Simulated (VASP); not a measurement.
Consider the following.

```
Fe
1.0
   -1.40177     1.40177     1.40177
    1.40177    -1.40177     1.40177
    1.40177     1.40177    -1.40177
Fe
1
Cartesian
  0.00000   0.00000   0.00000
```
Starting moments (μB, in the order of the record's atoms Fe): 2.1.

The numbers are results of PBE GGA with D3 dispersion (Becke-Johnson damping), VASP's PBE PAW potentials (set 64) (plane waves; VASP), not measurements. Run with 520 eV cut-off, 20×20×20 Γ-centred mesh, tetrahedra with Blöchl corrections, potentials Fe.

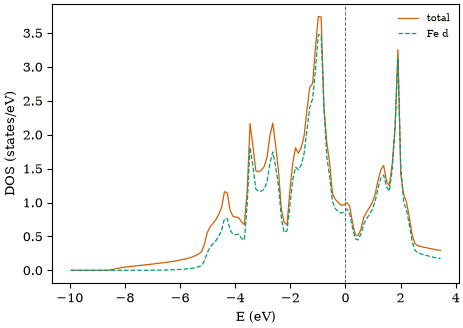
Total and projected density of states, zero at the Fermi level

Within 2 eV below the Fermi level the largest weight inside VASP's projection spheres is Fe d.

It has no gap at this level: it comes out as a metal or semimetal.

The compound is Fe in the bcc structure. It was relaxed first, which changed the volume by -7 %.
